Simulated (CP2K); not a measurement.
Consider 4-vinylpyridine at its PBE geometry (Å).

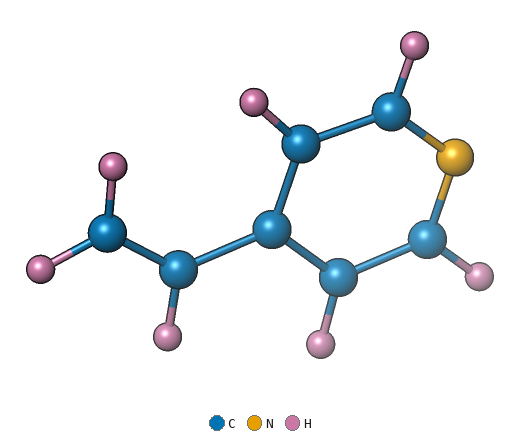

The molecule (carbon blue, nitrogen orange, hydrogen pink).

```xyz
15

C    -2.4749    1.0068    0.0548
C    -1.7040   -0.0663   -0.1856
C    -0.2431   -0.1489   -0.0665
C     0.5783    0.9224    0.3302
C     1.9574    0.7385    0.4055
N     2.5868   -0.4191    0.1196
C     1.7991   -1.4431   -0.2525
C     0.4092   -1.3589   -0.3584
H    -3.5558    0.9534   -0.0669
H    -2.0653    1.9644    0.3776
H    -2.1884   -0.9932   -0.5060
H     0.1548    1.8949    0.5787
H     2.6029    1.5641    0.7156
H     2.3099   -2.3833   -0.4768
H    -0.1668   -2.2317   -0.6694
```

Method: CP2K XAS_TDP, all-electron GAPW, PBEh(45%), aug-cc-pVDZ, TDA, no relativity.

**Question.** Where do the N K-edge lines lie, and how strong are they?

Leading lines: N6 394.66 eV. The leading line of an atom is its first one with 35 % of the strongest within 2.5 eV of its lowest line over the strength cut. 

The first six lines of each atom with a strength over 0.0015:

```tsv
atom	energy (eV)	states	strength, one atom
N6 (bonded to 2 C)	394.66	1	0.0493
	399.62	1	0.0058
	401.26	1	0.0016
	402.02	1	0.0044
	402.19	1	0.0046
	402.26	2	0.0040
```

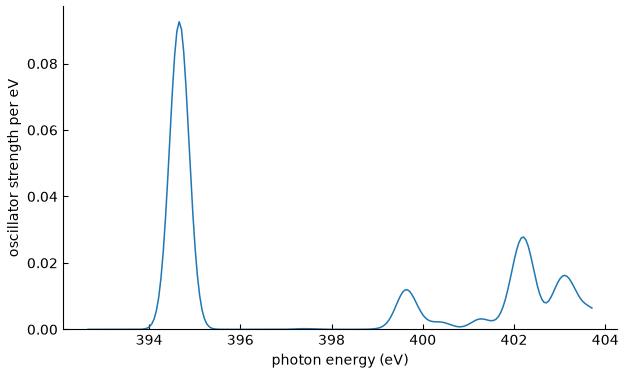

All atoms added, broadened by 0.5 eV.

Lines are vertical, at one geometry, with no vibrational structure. Without a correction of the core level, line positions, and the gaps between valence and Rydberg lines, follow the share of exact exchange. At this level such K lines come out 3 to 6 eV under measured ones. These values hold no scalar relativity, about 0.2 eV for N 1s. Rydberg lines, and the discretised continuum above threshold, depend on the basis and the box.

[Banner, clock and machine lines of the logs are left out without a mark of their own.]

[Logs are printed without paths, hosts, clocks, repeated set-up lines and the standing remarks that a program may print on its own settings, such as how far it seeks lower states.]

[Hosts, paths, dates, database ids (printed as entryN), source tags and the programs' standing remarks are cut or masked in the printed files.]
